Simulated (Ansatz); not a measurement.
## Fields on a plane of La2O3 (A-La2O3 type, space group P-3m1)

```
La2O3
1.0
    3.90646     0.00000     0.00000
   -1.95323     3.38309     0.00000
    0.00000     0.00000     6.03942
La O
2 3
Direct
  0.33333   0.66667   0.24534
  0.66667   0.33333   0.75466
  0.00000   0.00000   0.00000
  0.33333   0.66667   0.64608
  0.66667   0.33333   0.35392
```

The slice is a (1 -1 0 0) plane (indices of the conventional cell) through the point (0.333, 0.667, 0.646) (fractional), spanned by u = [110] and v = [001] in vectors of this cell: u (3.91 Å) and v (6.04 Å, at 90° to u). It covers one period; positions are fractions (u, v).

Atoms on it: La at (0.00, 0.60); O at (0.00, 0.00).

Computed with PBEsol (plane waves to 420 eV, PAW, scalar-relativistic; Ansatz, a first-principles code). k mesh 10×10×6. Inside the PAW spheres the values are not all-electron values, and peaks at nuclei hang on which shells count as valence. La2O3 is run without spin polarisation. La2O3 was relaxed with its symmetry unable to fall. The PAW data are Ansatz's earlier set.

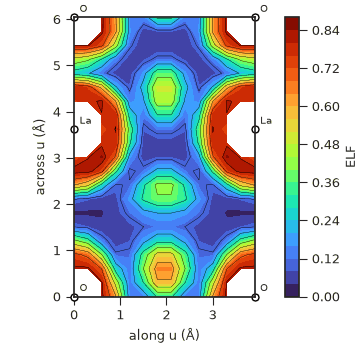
Figure. Electron localisation function (ELF), one period of the plane, atoms marked. Points within 0.5 Å of a nucleus are left white, as the pseudised field means little there.

```
|@@%%**==::........::==**%%|
|##**==--..        ..--==**|
|====--....        ....--==|
|==--::................::--|
|++++==--::::::::::::--==++|
|******==--::::::::--==****|
|******++--::::::::--++****|
|##****++--::....::--++****|
|******++--........--++****|
|******==::........::==****|
|++++==--::........::--==++|
|----::....::::::::....::--|
|....    ..::::::::..    ..|
|        ..::::::::..      |
|        ..::::::::..      |
|::........::----::........|
|==----::::--====--::::----|
|****==--::--====--::--==**|
|@@%%**==------------==**%%|
|@@@@##==::::::::::::==##@@|
```
Scale: ten equal steps from -1.30 (start of ' ') to 0.94 (end of '@'), in the order ' .:-=+*#%@'. Values: log₁₀ of the valence density in e/Å³. The map has 13 points along u (two characters each, u = 0 at the left) and 20 along v (v = 0 in the bottom row). The scale is logarithmic, as a density can span decades between atoms and voids.
